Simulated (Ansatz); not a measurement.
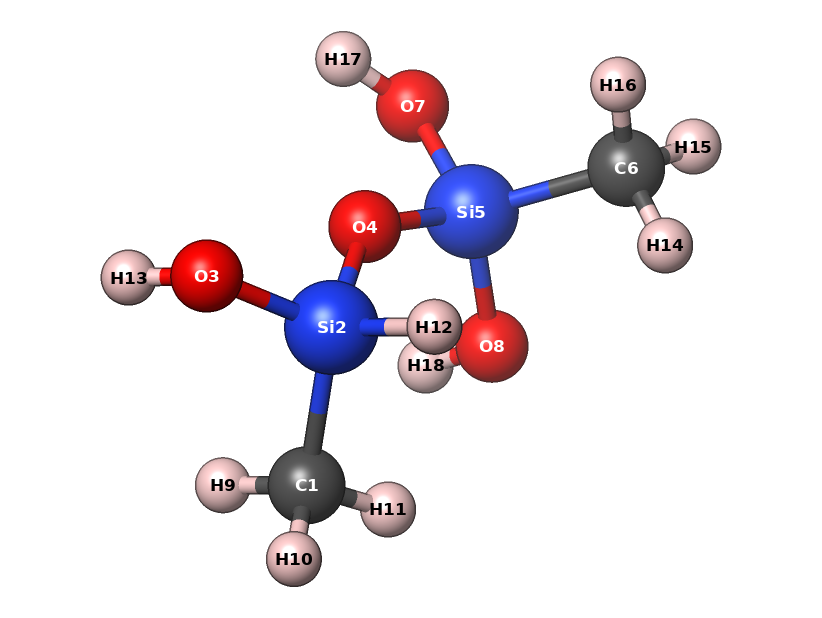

Numbered structure. Computed geometry: PBE-D4/def2-SVP optimisation. No frequency run is at hand to confirm it as a minimum.

Give the bond lengths. Leave out bonds to hydrogen.

```
  bond  length (Å)   order
C1–Si2       1.878  single
Si2–O3       1.675  single
Si2–O4       1.682  single
O4–Si5       1.677  single
Si5–C6       1.861  single
Si5–O7       1.676  single
Si5–O8       1.676  single
```
